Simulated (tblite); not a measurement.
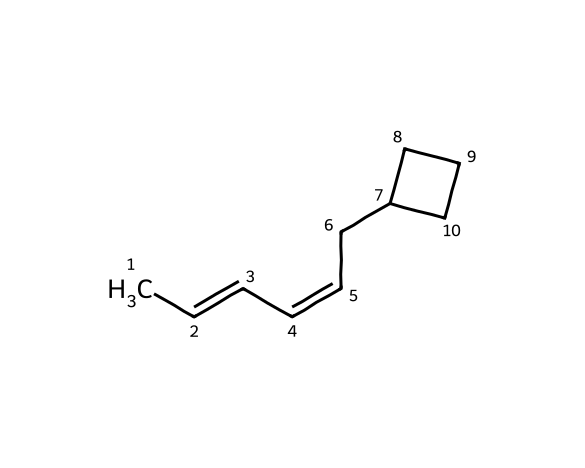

Skeletal drawing with numbered atoms; wedges and dashes mark any stereocentres. The configuration is that of a computed structure (GFN2-xTB).

**What are the Cahn–Ingold–Prelog descriptors?**

C2=C3: E; C4=C5: Z.

**Give a SMILES with the stereochemistry.**

C/C=C/C=C\CC1CCC1
